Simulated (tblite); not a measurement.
## Geometry relaxation of C$_{4}$H$_{8}$GeO$_{2}$S$_{2}$ (part 2 of 2)

The same run, continued: C$_{4}$H$_{8}$GeO$_{2}$S$_{2}$; GFN2-xTB geometry optimisation, gas phase (tblite 0.8.0). It belongs to a series of runs on one base structure; here: H on C replaced by OCOCH3.

Geometry of the input (Å):
```
C  2.7601  0.6020  -0.0961
C  1.7355  -0.2840  0.5423
O  2.1989  -1.2173  1.2762
O  0.3909  -0.0981  0.3584
C  -0.6060  -0.9176  0.9588
C  -1.4567  -1.4160  -0.2290
S  -1.5538  -0.0311  -1.4151
Ge -2.1333  1.5562  0.0628
S  -1.6865  0.2594  1.8522
H  2.5501  1.6432  0.2859
H  3.7724  0.2609  0.1546
H  2.6615  0.5994  -1.2002
H  -0.2447  -1.7272  1.5936
H  -1.0593  -2.3396  -0.6527
H  -2.4957  -1.5169  0.1765
H  -3.6280  1.8629  -0.0633
H  -1.2125  2.7759  -0.0169
```

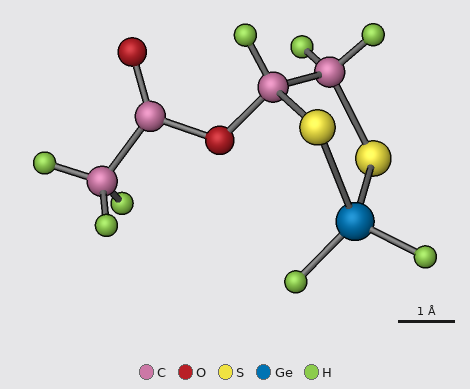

Figure 1. The geometry at step 82 of the log (ball-and-stick view, seen at a tilt).

Trajectory as extended XYZ, continued
```
17
Properties=species:S:1:pos:R:3:forces:R:3 step=55 energy=-796.40175
C     2.6826    0.5824   -0.0304   -0.0050  -0.0130  -0.0010
C     1.7081   -0.3757    0.5865   -0.0050   0.0060   0.0040
O     1.9810   -1.3757    1.1867    0.0030  -0.0110  -0.0120
O     0.4367    0.0330    0.3724   -0.0020   0.0000   0.0290
C    -0.6133   -0.7539    0.8989    0.0000   0.0010   0.0170
C    -1.3934   -1.4024   -0.2277    0.0260  -0.0090   0.0290
S    -2.0263   -0.1683   -1.4276    0.0020  -0.0030  -0.0100
Ge   -2.1155    1.4970    0.0394   -0.0010   0.0200   0.0080
S    -1.6607    0.3584    1.8909    0.0010  -0.0260  -0.0270
H     2.4960    1.5876    0.3413    0.0070  -0.0230  -0.0110
H     3.6934    0.2678    0.2115   -0.0010   0.0320   0.0000
H     2.5470    0.5862   -1.1101   -0.0130   0.0160   0.0080
H    -0.2060   -1.5182    1.5712   -0.0140   0.0010   0.0000
H    -0.7363   -2.0681   -0.7874   -0.0110  -0.0010  -0.0290
H    -2.2322   -1.9705    0.1717   -0.0040   0.0180   0.0130
H    -3.4813    2.1489    0.1293    0.0130  -0.0030   0.0000
H    -1.0866    2.5835   -0.2288    0.0060  -0.0050  -0.0200
17
Properties=species:S:1:pos:R:3:forces:R:3 step=59 energy=-796.40344
C     2.6674    0.5968   -0.0296    0.0090  -0.0010   0.0110
C     1.7002   -0.3801    0.5704    0.0220  -0.0290  -0.0060
O     1.9797   -1.4005    1.1326   -0.0020   0.0120  -0.0130
O     0.4271    0.0364    0.3879    0.0120  -0.0140   0.0050
C    -0.6192   -0.7596    0.9089    0.0030   0.0020   0.0240
C    -1.3951   -1.4153   -0.2156    0.0150   0.0260  -0.0170
S    -2.0159   -0.1802   -1.4221   -0.0220   0.0120  -0.0090
Ge   -2.0916    1.4992    0.0339    0.0120  -0.0280  -0.0330
S    -1.6700    0.3572    1.8881   -0.0350  -0.0270   0.0530
H     2.4743    1.5937    0.3584   -0.0340   0.0070  -0.0200
H     3.6819    0.2954    0.2110    0.0100  -0.0210  -0.0040
H     2.5364    0.6148   -1.1101   -0.0200   0.0180   0.0220
H    -0.2148   -1.5207    1.5848    0.0180  -0.0050   0.0150
H    -0.7392   -2.0810   -0.7769   -0.0070  -0.0110   0.0080
H    -2.2365   -1.9807    0.1851    0.0230   0.0420  -0.0120
H    -3.4473    2.1676    0.1039   -0.0190   0.0120   0.0070
H    -1.0444    2.5689   -0.2226    0.0160   0.0050  -0.0310
17
Properties=species:S:1:pos:R:3:forces:R:3 step=63 energy=-796.40543
C     2.6507    0.6114   -0.0254   -0.0080   0.0100  -0.0050
C     1.6944   -0.3899    0.5515    0.0020   0.0100   0.0180
O     1.9783   -1.4310    1.0706    0.0200  -0.0190  -0.0030
O     0.4198    0.0378    0.4080    0.0090   0.0130   0.0150
C    -0.6241   -0.7649    0.9247    0.0130  -0.0010  -0.0180
C    -1.3916   -1.4229   -0.2054   -0.0080   0.0150  -0.0060
S    -2.0115   -0.1925   -1.4193    0.0060  -0.0050   0.0020
Ge   -2.0625    1.4972    0.0232   -0.0180   0.0080   0.0450
S    -1.6862    0.3516    1.8933   -0.0120   0.0040  -0.0360
H     2.4377    1.5994    0.3745   -0.0180   0.0040   0.0180
H     3.6709    0.3231    0.2084   -0.0140  -0.0210  -0.0060
H     2.5161    0.6497   -1.1042    0.0040  -0.0080  -0.0180
H    -0.2203   -1.5234    1.6045    0.0130  -0.0010  -0.0070
H    -0.7397   -2.0945   -0.7651    0.0140   0.0130   0.0360
H    -2.2345   -1.9838    0.1961   -0.0120   0.0170  -0.0150
H    -3.4098    2.1918    0.0806    0.0170  -0.0080   0.0000
H    -0.9948    2.5529   -0.2281   -0.0080  -0.0300  -0.0190
17
Properties=species:S:1:pos:R:3:forces:R:3 step=67 energy=-796.40632
C     2.6452    0.6157   -0.0248   -0.0060  -0.0080   0.0000
C     1.6948   -0.3927    0.5496   -0.0010  -0.0050  -0.0100
O     1.9817   -1.4405    1.0540   -0.0030   0.0180  -0.0120
O     0.4205    0.0396    0.4182   -0.0030   0.0030   0.0080
C    -0.6237   -0.7658    0.9278   -0.0090   0.0100   0.0130
C    -1.3902   -1.4218   -0.2038    0.0070  -0.0040   0.0070
S    -2.0106   -0.1940   -1.4182    0.0150   0.0160   0.0010
Ge   -2.0578    1.4971    0.0254    0.0000  -0.0090  -0.0260
S    -1.6935    0.3489    1.8910    0.0110  -0.0060   0.0240
H     2.4241    1.6001    0.3809    0.0130  -0.0120   0.0040
H     3.6658    0.3266    0.2061   -0.0070   0.0110  -0.0030
H     2.5103    0.6574   -1.1042   -0.0010  -0.0070   0.0080
H    -0.2200   -1.5241    1.6085   -0.0050   0.0020  -0.0150
H    -0.7357   -2.0949   -0.7574    0.0130   0.0010   0.0010
H    -2.2350   -1.9809    0.1954   -0.0100   0.0020  -0.0020
H    -3.3984    2.1985    0.0775   -0.0150   0.0070   0.0050
H    -0.9845    2.5429   -0.2378    0.0000  -0.0180  -0.0040
17
Properties=species:S:1:pos:R:3:forces:R:3 step=71 energy=-796.40663
C     2.6398    0.6198   -0.0242    0.0060   0.0010  -0.0040
C     1.6921   -0.3939    0.5431   -0.0060   0.0030   0.0030
O     1.9817   -1.4470    1.0339   -0.0130  -0.0100  -0.0010
O     0.4178    0.0421    0.4252   -0.0050   0.0030  -0.0010
C    -0.6259   -0.7657    0.9325    0.0000  -0.0020   0.0010
C    -1.3895   -1.4238   -0.2001   -0.0010   0.0060  -0.0010
S    -2.0066   -0.1963   -1.4174    0.0170  -0.0090  -0.0140
Ge   -2.0520    1.4952    0.0224   -0.0110  -0.0010   0.0190
S    -1.6970    0.3475    1.8938   -0.0030   0.0130   0.0000
H     2.4168    1.6009    0.3874    0.0040   0.0030  -0.0010
H     3.6610    0.3334    0.2053    0.0090  -0.0030   0.0020
H     2.5061    0.6653   -1.1031   -0.0050   0.0040  -0.0090
H    -0.2212   -1.5249    1.6107   -0.0010  -0.0060   0.0080
H    -0.7327   -2.0978   -0.7503    0.0000   0.0040   0.0030
H    -2.2374   -1.9804    0.1970    0.0070   0.0000  -0.0040
H    -3.3891    2.2059    0.0703   -0.0040  -0.0020   0.0030
H    -0.9707    2.5317   -0.2387    0.0030  -0.0050  -0.0040
17
Properties=species:S:1:pos:R:3:forces:R:3 step=75 energy=-796.40683
C     2.6397    0.6193   -0.0254   -0.0020  -0.0010   0.0040
C     1.6917   -0.3942    0.5432    0.0000  -0.0050   0.0000
O     1.9803   -1.4485    1.0324   -0.0080   0.0020  -0.0060
O     0.4176    0.0431    0.4279    0.0020   0.0020   0.0020
C    -0.6261   -0.7653    0.9344    0.0020   0.0020   0.0000
C    -1.3886   -1.4217   -0.1999    0.0040  -0.0010  -0.0010
S    -1.9979   -0.1948   -1.4207    0.0040   0.0060   0.0060
Ge   -2.0543    1.4939    0.0243    0.0030   0.0010  -0.0090
S    -1.6970    0.3488    1.8959   -0.0010  -0.0040  -0.0040
H     2.4172    1.5999    0.3878    0.0020   0.0040  -0.0060
H     3.6615    0.3338    0.2040   -0.0030  -0.0080  -0.0070
H     2.5038    0.6655   -1.1044    0.0030   0.0030   0.0060
H    -0.2219   -1.5265    1.6111   -0.0040   0.0080   0.0080
H    -0.7315   -2.0973   -0.7474    0.0030  -0.0030   0.0010
H    -2.2385   -1.9767    0.1948    0.0020  -0.0020  -0.0010
H    -3.3915    2.2047    0.0720   -0.0020  -0.0030   0.0030
H    -0.9715    2.5280   -0.2420   -0.0050   0.0000   0.0050
17
Properties=species:S:1:pos:R:3:forces:R:3 step=79 energy=-796.40693
C     2.6385    0.6200   -0.0247    0.0000  -0.0020  -0.0050
C     1.6897   -0.3945    0.5409    0.0000   0.0000   0.0030
O     1.9763   -1.4518    1.0247    0.0070   0.0020  -0.0080
O     0.4163    0.0454    0.4305   -0.0010   0.0030   0.0040
C    -0.6267   -0.7646    0.9362   -0.0020   0.0040   0.0010
C    -1.3868   -1.4223   -0.1989    0.0010   0.0010  -0.0020
S    -1.9945   -0.1950   -1.4204    0.0000  -0.0060  -0.0030
Ge   -2.0538    1.4937    0.0234   -0.0030  -0.0020   0.0020
S    -1.6994    0.3485    1.8955   -0.0110   0.0040   0.0030
H     2.4169    1.6011    0.3880    0.0040  -0.0060   0.0070
H     3.6602    0.3324    0.2021   -0.0010  -0.0030   0.0030
H     2.5033    0.6690   -1.1034   -0.0040  -0.0040  -0.0070
H    -0.2233   -1.5244    1.6149    0.0030   0.0050   0.0010
H    -0.7284   -2.0977   -0.7451    0.0060  -0.0010  -0.0010
H    -2.2368   -1.9781    0.1943   -0.0010   0.0000   0.0000
H    -3.3903    2.2065    0.0717    0.0020  -0.0050  -0.0010
H    -0.9683    2.5237   -0.2418   -0.0010   0.0120   0.0040
17
Properties=species:S:1:pos:R:3:forces:R:3 step=82 energy=-796.40706
C     2.6367    0.6209   -0.0250    0.0080  -0.0020  -0.0080
C     1.6876   -0.3944    0.5385    0.0010   0.0150  -0.0150
O     1.9738   -1.4558    1.0129    0.0090  -0.0170   0.0060
O     0.4149    0.0489    0.4356   -0.0050   0.0010   0.0090
C    -0.6276   -0.7632    0.9388   -0.0130   0.0010   0.0130
C    -1.3843   -1.4228   -0.1981    0.0070  -0.0070   0.0180
S    -1.9881   -0.1964   -1.4212   -0.0060   0.0010  -0.0190
Ge   -2.0529    1.4923    0.0218    0.0110   0.0080   0.0080
S    -1.7047    0.3489    1.8957   -0.0010  -0.0080  -0.0080
H     2.4179    1.6016    0.3903    0.0020  -0.0130   0.0020
H     3.6582    0.3304    0.1997   -0.0010   0.0000   0.0050
H     2.5010    0.6714   -1.1038   -0.0060   0.0010   0.0000
H    -0.2250   -1.5212    1.6202    0.0030   0.0040  -0.0100
H    -0.7246   -2.0994   -0.7418   -0.0020   0.0080   0.0070
H    -2.2363   -1.9771    0.1935    0.0100  -0.0010  -0.0020
H    -3.3881    2.2058    0.0702   -0.0090   0.0000  -0.0070
H    -0.9657    2.5222   -0.2392   -0.0070   0.0090   0.0030
17
Properties=species:S:1:pos:R:3:forces:R:3 step=86 energy=-796.40737
C     2.6344    0.6192   -0.0285   -0.0010  -0.0040   0.0040
C     1.6838   -0.3957    0.5324   -0.0030  -0.0110   0.0000
O     1.9693   -1.4643    0.9920   -0.0100   0.0000  -0.0020
O     0.4127    0.0562    0.4480    0.0050   0.0080   0.0090
C    -0.6303   -0.7593    0.9462    0.0130  -0.0030  -0.0010
C    -1.3771   -1.4226   -0.1948   -0.0070   0.0140  -0.0070
S    -1.9677   -0.1959   -1.4263   -0.0020   0.0030   0.0150
Ge   -2.0510    1.4928    0.0199   -0.0060  -0.0030  -0.0110
S    -1.7173    0.3482    1.8945    0.0040   0.0000   0.0040
H     2.4210    1.5976    0.3940   -0.0020   0.0020   0.0010
H     3.6545    0.3226    0.1936    0.0080   0.0000  -0.0100
H     2.4946    0.6760   -1.1064    0.0030   0.0020  -0.0010
H    -0.2269   -1.5130    1.6307    0.0010  -0.0230   0.0010
H    -0.7152   -2.1023   -0.7316    0.0060   0.0120   0.0070
H    -2.2340   -1.9735    0.1899    0.0010  -0.0060   0.0050
H    -3.3915    2.1978    0.0670    0.0010   0.0020  -0.0180
H    -0.9666    2.5282   -0.2326   -0.0110   0.0060   0.0040
17
Properties=species:S:1:pos:R:3:forces:R:3 step=90 energy=-796.40788
C     2.6333    0.6139   -0.0324    0.0010  -0.0030   0.0010
C     1.6779   -0.3985    0.5250    0.0170  -0.0160   0.0430
O     1.9567   -1.4772    0.9658   -0.0110   0.0230  -0.0320
O     0.4112    0.0703    0.4694    0.0100  -0.0330  -0.0020
C    -0.6311   -0.7533    0.9572   -0.0150   0.0070   0.0040
C    -1.3665   -1.4178   -0.1910    0.0160  -0.0150   0.0080
S    -1.9481   -0.1946   -1.4294    0.0000  -0.0050   0.0060
Ge   -2.0536    1.4931    0.0147   -0.0200  -0.0010   0.0330
S    -1.7327    0.3476    1.8932    0.0010   0.0200   0.0140
H     2.4294    1.5909    0.3988   -0.0010  -0.0090  -0.0080
H     3.6530    0.3084    0.1810   -0.0050   0.0000  -0.0100
H     2.4882    0.6788   -1.1094    0.0040   0.0070   0.0060
H    -0.2293   -1.5082    1.6431   -0.0130   0.0100  -0.0190
H    -0.6949   -2.0954   -0.7176    0.0060   0.0020  -0.0190
H    -2.2243   -1.9740    0.1852    0.0100   0.0110   0.0030
H    -3.3995    2.1893    0.0586    0.0040  -0.0020  -0.0270
H    -0.9768    2.5387   -0.2244   -0.0020   0.0040  -0.0010
17
Properties=species:S:1:pos:R:3:forces:R:3 step=94 energy=-796.40893
C     2.6225    0.6062   -0.0399    0.0020  -0.0010  -0.0010
C     1.6595   -0.4075    0.5037    0.0040  -0.0670  -0.0230
O     1.9194   -1.5220    0.8615   -0.0170   0.1030  -0.0320
O     0.4059    0.1007    0.5317    0.0470  -0.0420   0.0080
C    -0.6396   -0.7365    0.9919    0.0040  -0.0040  -0.0110
C    -1.3342   -1.4133   -0.1747    0.0080   0.0080  -0.0090
S    -1.8936   -0.1991   -1.4310   -0.0090   0.0190   0.0030
Ge   -2.0549    1.4905    0.0075    0.0440   0.0230   0.0300
S    -1.7762    0.3527    1.8977    0.0270  -0.0080  -0.0070
H     2.4376    1.5745    0.4176    0.0090  -0.0010   0.0080
H     3.6417    0.2805    0.1440   -0.0090  -0.0020   0.0230
H     2.4679    0.7040   -1.1136   -0.0310  -0.0170   0.0130
H    -0.2436   -1.4918    1.6798   -0.0210   0.0190   0.0320
H    -0.6371   -2.0818   -0.6808   -0.0160  -0.0030  -0.0010
H    -2.1970   -1.9771    0.1783    0.0230  -0.0030  -0.0020
H    -3.4014    2.1790    0.0136   -0.0510   0.0070  -0.0280
H    -0.9838    2.5531   -0.1993   -0.0140  -0.0320  -0.0010
17
Properties=species:S:1:pos:R:3:forces:R:3 step=98 energy=-796.41045
C     2.6164    0.6002   -0.0442    0.0040   0.0020  -0.0040
C     1.6495   -0.4158    0.4862   -0.0050  -0.0120   0.0200
O     1.8969   -1.5465    0.7962   -0.0010   0.0320  -0.0220
O     0.4077    0.1139    0.5691    0.0230  -0.0090  -0.0050
C    -0.6424   -0.7274    1.0114    0.0240  -0.0010  -0.0050
C    -1.3110   -1.4091   -0.1668   -0.0140   0.0160   0.0010
S    -1.8623   -0.1957   -1.4278   -0.0010   0.0280   0.0160
Ge   -2.0548    1.4958    0.0100   -0.0710  -0.0180  -0.0310
S    -1.7957    0.3569    1.9003    0.0190  -0.0080   0.0050
H     2.4451    1.5628    0.4305    0.0040  -0.0130   0.0070
H     3.6344    0.2619    0.1232   -0.0100  -0.0010   0.0140
H     2.4486    0.7143   -1.1138   -0.0100  -0.0010  -0.0100
H    -0.2580   -1.4794    1.7085   -0.0020   0.0010   0.0320
H    -0.6011   -2.0728   -0.6617   -0.0150   0.0140   0.0010
H    -2.1729   -1.9803    0.1746   -0.0030  -0.0130  -0.0120
H    -3.4154    2.1704   -0.0241    0.0350  -0.0250  -0.0050
H    -0.9919    2.5630   -0.1838    0.0230   0.0080  -0.0030
17
Properties=species:S:1:pos:R:3:forces:R:3 step=102 energy=-796.41101
C     2.6144    0.5975   -0.0471    0.0020  -0.0010   0.0000
C     1.6461   -0.4182    0.4805    0.0060   0.0000   0.0060
O     1.8888   -1.5550    0.7702    0.0010   0.0000  -0.0080
O     0.4101    0.1190    0.5845   -0.0010  -0.0060   0.0000
C    -0.6416   -0.7237    1.0198   -0.0030  -0.0030   0.0080
C    -1.3027   -1.4051   -0.1632   -0.0040   0.0010   0.0070
S    -1.8462   -0.1913   -1.4270   -0.0030  -0.0020  -0.0030
Ge   -2.0602    1.4945    0.0092    0.0070   0.0010  -0.0050
S    -1.8010    0.3584    1.9027    0.0000   0.0080  -0.0090
H     2.4495    1.5568    0.4359    0.0010  -0.0020   0.0010
H     3.6309    0.2531    0.1150    0.0010   0.0000   0.0010
H     2.4409    0.7179   -1.1154    0.0020   0.0050   0.0010
H    -0.2643   -1.4743    1.7229    0.0090   0.0010   0.0040
H    -0.5890   -2.0676   -0.6539   -0.0080   0.0140  -0.0010
H    -2.1657   -1.9792    0.1706   -0.0030  -0.0030  -0.0050
H    -3.4191    2.1629   -0.0403   -0.0100  -0.0070   0.0030
H    -0.9980    2.5663   -0.1766    0.0030  -0.0050   0.0000
17
Properties=species:S:1:pos:R:3:forces:R:3 step=106 energy=-796.41113
C     2.6132    0.5974   -0.0469    0.0010   0.0010   0.0010
C     1.6445   -0.4194    0.4777   -0.0030  -0.0020  -0.0060
O     1.8854   -1.5592    0.7570   -0.0010  -0.0010   0.0000
O     0.4100    0.1201    0.5898    0.0030  -0.0010   0.0010
C    -0.6425   -0.7227    1.0239   -0.0010   0.0030  -0.0020
C    -1.3008   -1.4047   -0.1605    0.0000   0.0000  -0.0010
S    -1.8455   -0.1928   -1.4260   -0.0020  -0.0010   0.0010
Ge   -2.0597    1.4950    0.0071   -0.0010   0.0000   0.0000
S    -1.8039    0.3610    1.9021    0.0020   0.0010   0.0010
H     2.4496    1.5551    0.4394    0.0010   0.0000   0.0030
H     3.6296    0.2516    0.1131    0.0010   0.0000  -0.0010
H     2.4384    0.7216   -1.1146    0.0040   0.0040   0.0030
H    -0.2647   -1.4719    1.7286   -0.0050   0.0010  -0.0020
H    -0.5842   -2.0628   -0.6520    0.0010  -0.0020   0.0000
H    -2.1624   -1.9830    0.1696   -0.0010   0.0030   0.0030
H    -3.4195    2.1627   -0.0444    0.0010  -0.0060   0.0020
H    -0.9944    2.5639   -0.1759    0.0000   0.0010  -0.0030
```

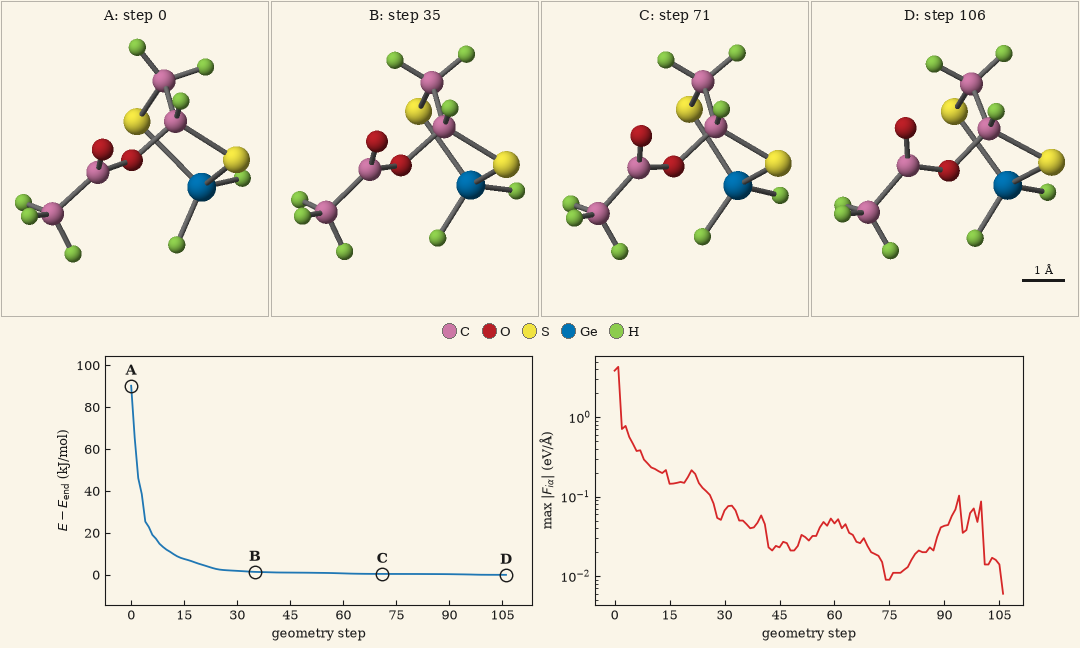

Figure 2. Frames of the relaxation (ball-and-stick view, seen at a tilt) above the curves, on which the letters mark them (steps are counted from 0).

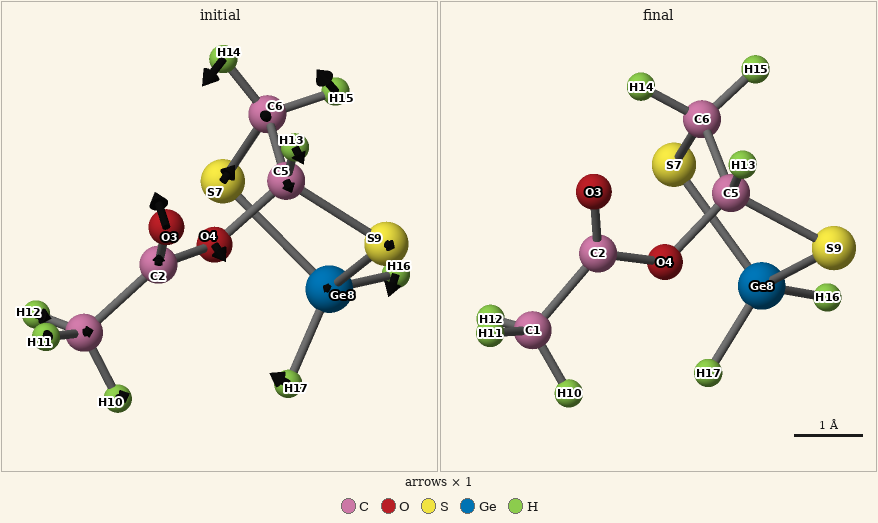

Figure 3. Before (left) and after (right) the relaxation, at one scale (ball-and-stick view, seen at a tilt). The black arrows give the displacements, at true length. The largest move after the best rigid fit is that of O3, 0.69 Å. Largest moves by element: O 0.69 Å, H 0.58 Å, S 0.33 Å, C 0.21 Å, Ge 0.11 Å. Among the contacts that change: C2–O3 1.275 → 1.198 Å, C1–H10 1.129 → 1.086 Å, Ge8–S9 2.255 → 2.223 Å, C6–H15 1.120 → 1.089 Å. Among the angles that change: C1–C2–O4 122.3° → 110.4°, C1–C2–O3 115.5° → 126.7°, S7–C6–H14 114.2° → 106.4°. The energy falls by 90.3 kJ/mol in 106 geometry steps. Largest force component: 3.8 eV/Å at the start, 0.006 eV/Å at the end. (Atoms are counted from 1 in the order of the input.)
